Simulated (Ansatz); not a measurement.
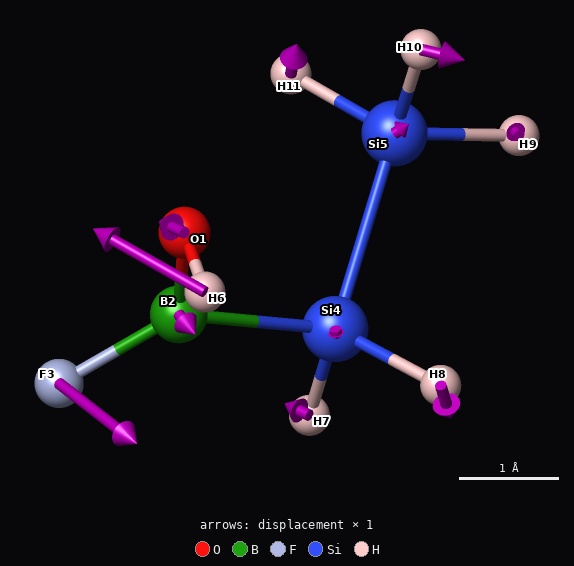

This is a relaxation of BSi2H6OF. The starting structure is drawn; purple arrows show the displacements, at their true length. The two geometries are superimposed by the best rigid fit.

The picture is a ball-and-stick view, seen from a free direction.

The run prepares an end point of a later path (torsion) calculation, from a guessed geometry.

These are results of RHF/def2-SVP in Ansatz, not measurements. Settings: no spin polarisation; force threshold 0.015 eV/Å; at most 40 steps.

Question: Describe the change and its energy.

Answer: The largest move after the best rigid fit is that of F3, 1.42 Å. By element the largest moves are F 1.42 Å, H 1.40 Å, O 0.47 Å, B 0.34 Å, Si 0.18 Å. Some distances before and after: Si4–Si5 2.185 → 2.370 Å, B2–F3 1.454 → 1.329 Å, O1–B2 1.421 → 1.339 Å, B2–Si4 1.978 → 2.052 Å. Among the angles between lasting bonds that change: B2–O1–H6 106.3° → 114.8°, O1–B2–F3 121.3° → 117.9°, B2–Si4–H8 106.1° → 109.4°. Groups turn about O1–B2 by about 85°, B2–Si4 by about 55°. Over 32 accepted moves (34 points after the start) the energy falls by 31.7 kcal/mol. The largest force component goes from 3.6 to 0.0052 eV/Å. The line search rejected the trial steps at points 6, 30 of the run. The forces were under the threshold at step 13, but the run went on from there. Cost: 43 s on 2 threads of Arm Neoverse V2 (shared host), peak memory 0.21 GiB.
